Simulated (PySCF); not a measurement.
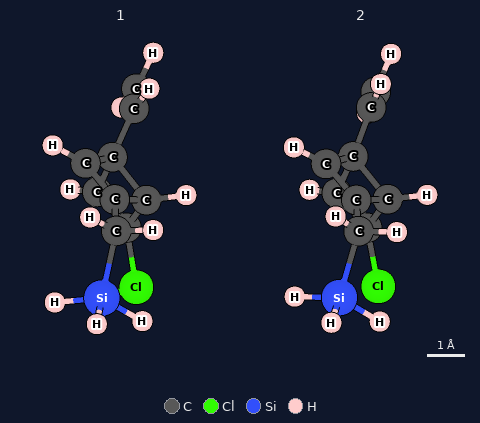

Two geometries of C₉H₁₁ClSi, drawn at one scale. One is the start of a relaxation, the other its converged end. A ball-and-stick model, seen from a free direction.

Level of theory: PySCF 2.14.0, density-fitted response routines, PBE0-D3(BJ)/def2-SVP geometry optimisation, gas phase. 

Question: Which one is relaxed?

Answer: Structure 1 is the relaxed one. The start comes from GFN2-xTB. Its atoms were then displaced at random by about 0.01 Å. An H atom moves most after the best rigid fit: 0.26 Å. Largest moves by element: H 0.26 Å, C 0.11 Å, Si 0.10 Å, Cl 0.08 Å. Among the contacts that change: H–Si 1.451 → 1.496 Å, C–H 1.134 → 1.093 Å, C–H 1.054 → 1.094 Å, C–C 1.304 → 1.335 Å. Bond angles that change, for instance: C–C–C 111.5° → 116.0°, C–C–C 123.1° → 120.2°, C–C–H 130.6° → 133.3°. The energy falls by 7.02 kcal/mol in 11 geometry steps.
